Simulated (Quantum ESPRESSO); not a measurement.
Consider GdO (F-43m).

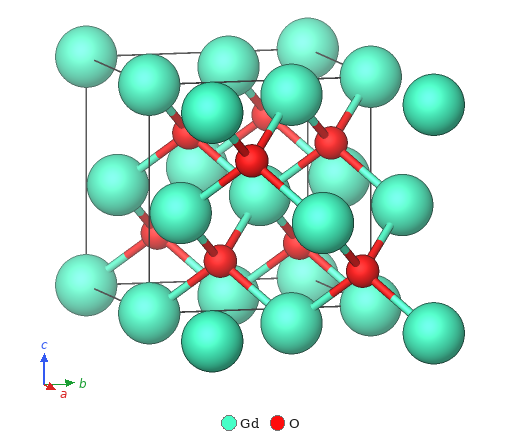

The structure (gadolinium teal, oxygen red). Bonds to atoms that aren't drawn are left out. 2×1×1 conventional cells are drawn. Some periodic images of atoms are drawn too.

```xyz
2
Lattice="0.0000 2.7000 2.7000 2.7000 0.0000 2.7000 2.7000 2.7000 0.0000" Properties=species:S:1:pos:R:3 pbc="T T T"
Gd    0.0000    0.0000    0.0000
O     4.0500    4.0500    4.0500
```

Absorber: atom 2, with 4 Gd at 2.34 Å (tetrahedral, site symmetry -43m). Method: Quantum ESPRESSO XSpectra, LDA, excited-electron core hole (neutral cell), 8-atom cell with 5.4 Å between holes, 6×6×6 k points, dipole transitions, Lorentzian half width 0.3 eV up to 4 eV, rising linearly to 2.5 eV at 25 eV, without spin-orbit coupling.

Question: Predict the near-edge structure at the O K edge.

Main maxima up to 24 eV above the zero (height): 0.8 eV (2.14), 4.7 eV (3.14), 10.4 eV (0.93) and 23.4 eV (0.78). A K edge sees empty p states on the absorber. The total-energy difference is 534.74 eV. One term is added: -8.83 eV, since the hole is spin-paired here and a spin-polarised one costs that much less in the free atom (computed apart). The photon energy is then 525.91 eV. The functional leaves an error in such absolute values: in the free atom LDA prices this hole 4.1 eV below PBE (computed apart), and PBE is itself good to a few eV.

The O K spectrum (energy from the energy zero of the input (xe0, at the border of filled and empty states); intensity scaled to a mean of 1 over the first 20 eV; the points at xe0, where the cut of filled states can leave a spike, are interpolated):

```csv
E (eV),intensity
-2.0,0.07
-0.5,0.36
1.0,1.80
2.5,0.76
4.0,1.43
5.5,1.16
7.0,0.63
8.5,0.90
10.0,0.92
11.5,0.87
13.0,0.91
14.5,0.84
16.0,0.83
17.5,0.81
19.0,0.74
20.5,0.72
22.0,0.76
23.5,0.78
25.0,0.76
26.5,0.73
28.0,0.70
29.5,0.67
31.0,0.67
```

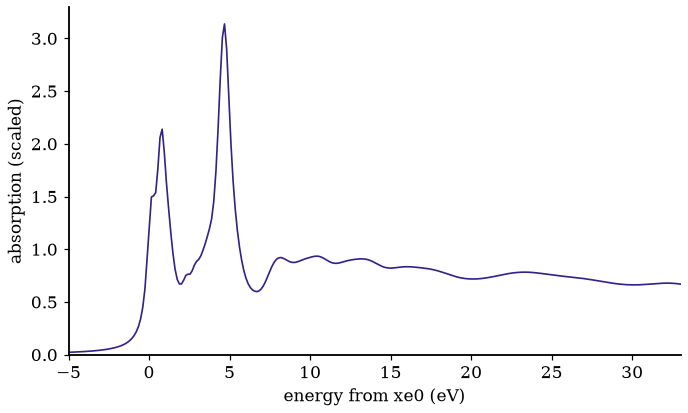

The O K edge.

The run has no spin polarisation, although Gd can carry a moment. Lanthanide 4f electrons are frozen in the core. The unit cell's mesh shows no gap over 0.35 eV. That is right for a metallic compound; for a small-gap or correlated insulator it would be the fault of the functional or of the assumed magnetic order, and the hole would be screened too well. The holes are only 5.4 Å apart, so the shape is probably not converged with cell size; no larger cell was run here. Lifetime broadening is put in by hand, and intensities beyond about 20 eV depend on it and on the partial waves; weight that the partial waves miss at high energy is lost. The structure is a published determination, not relaxed.

[Banner, clock and machine lines of the logs are left out without a mark of their own.]

[Logs are printed without paths, hosts, clocks, repeated set-up lines and the standing remarks that a program may print on its own settings, such as how far it seeks lower states.]

[Hosts, paths, dates, database ids (printed as entryN), source tags and the programs' standing remarks are cut or masked in the printed files.]

[Lists of maxima count a maximum above −3 eV only where it reaches 4 % of the highest in the window and stands out from its surroundings by 2 % of it (1.5 % where it reaches 55 %); shoulders and weaker maxima are passed over, and of the rest the first, up to two pre-edge ones and the few strongest are named.]
